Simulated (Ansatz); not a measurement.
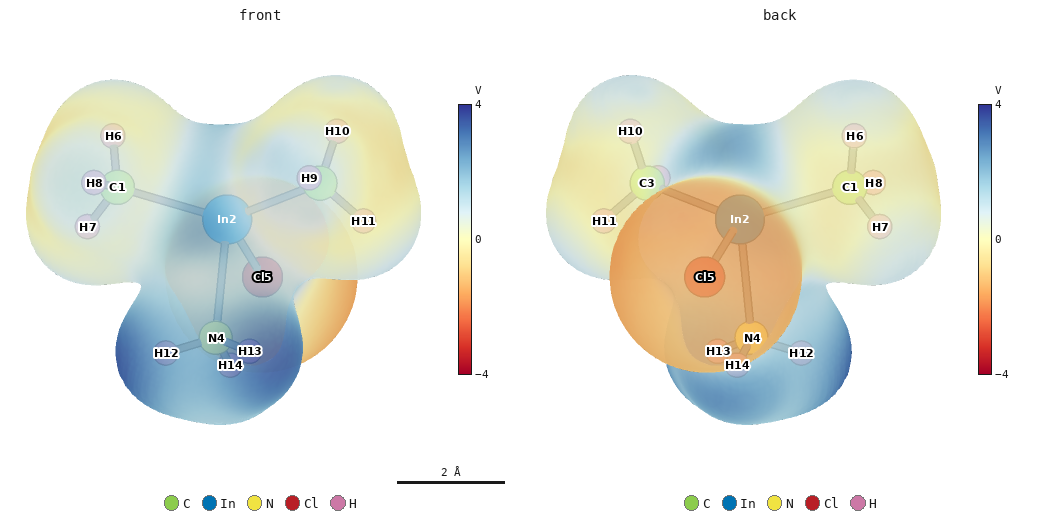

C$_{2}$H$_{9}$ClInN. The molecular electrostatic potential painted on the density surface at 0.004 e/bohr³, seen from the front and from behind; red is negative and blue positive.

Geometry: PBE0-D4/def2-TZVP; core potentials replace the inner electrons of In.

Theory: RKS PBE0-D4/def2-TZVPP in Ansatz 0.2.0.

```yaml
atoms:
  - { symbol: C, position_ang: [-1.8638, 1.2166, 0.1390] }
  - { symbol: In, position_ang: [0.1676, 0.5390, -0.0177] }
  - { symbol: C, position_ang: [1.7548, 0.1349, 1.3709] }
  - { symbol: N, position_ang: [-0.1423, -1.6125, -0.9974] }
  - { symbol: Cl, position_ang: [1.0867, 1.1583, -2.1727] }
  - { symbol: H, position_ang: [-1.8898, 2.2601, 0.4563] }
  - { symbol: H, position_ang: [-2.3453, 1.1447, -0.8372] }
  - { symbol: H, position_ang: [-2.4263, 0.6244, 0.8634] }
  - { symbol: H, position_ang: [1.4217, -0.5225, 2.1763] }
  - { symbol: H, position_ang: [2.1132, 1.0649, 1.8146] }
  - { symbol: H, position_ang: [2.5865, -0.3340, 0.8432] }
  - { symbol: H, position_ang: [-1.1024, -1.9193, -1.0993] }
  - { symbol: H, position_ang: [0.3943, -2.3682, -0.5884] }
  - { symbol: H, position_ang: [0.2324, -1.4154, -1.9222] }
```

Question: Describe the electrostatic potential map.

Answer: The most negative region (about −1.6 V) lies over Cl5, the most positive (about +3.4 V) over H12 and H13.
